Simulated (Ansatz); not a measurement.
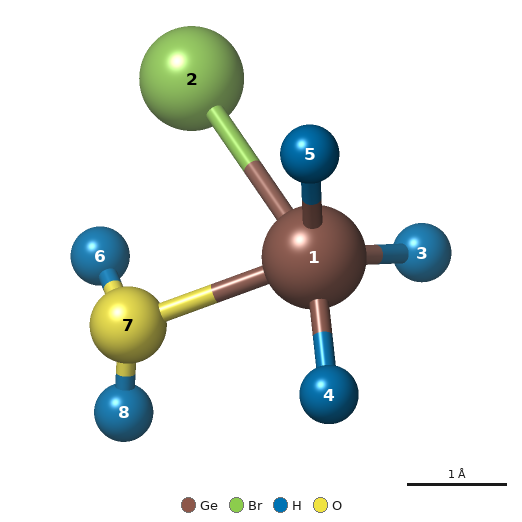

Orthographic view with a scale bar. The geometry was computed by a saddle-point search with PBE0-D4/def2-TZVP.

Reconstruct the coordinates (Å) as seen: x to the right, y up, z towards the viewer, origin at the mean of the atomic positions.

```xyz
8
BrGeH5O
Ge   0.75   0.09   0.40
Br  -0.49   1.91  -1.21
H    1.85   0.14  -0.67
H    0.91  -1.30   1.08
H    0.71   1.14   1.51
H   -1.42   0.10  -0.68
O   -1.13  -0.60  -0.02
H   -1.18  -1.48  -0.41
```
